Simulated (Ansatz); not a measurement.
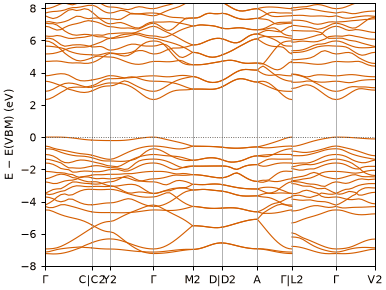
Figure. Band structure from DFT-r²SCAN in the program Ansatz with PAW potentials

**Question.** Read off the gap and where the band edges lie.

**Answer.** About 2.3 eV (2.33 eV by a search for the band edges); maximum on the Γ–C line, 20 % of the way from Γ, minimum at Γ.

The material is Ga2S3 in space group Cc (No. 9; Pearson symbol mS20).

The workflow started from a Materials Project entry (that database holds measured and hypothetical structures alike); the Crystallography Open Database files this formula in space group No. 9, but the cells were not matched. Its standing as an ambient phase is unchecked. The r²SCAN relaxation kept the symmetry of its start; whether a distortion lowers the energy is not shown. Spin–orbit coupling is left out wherever it is not named.

Potentials: the earlier of the program's two PAW sets.
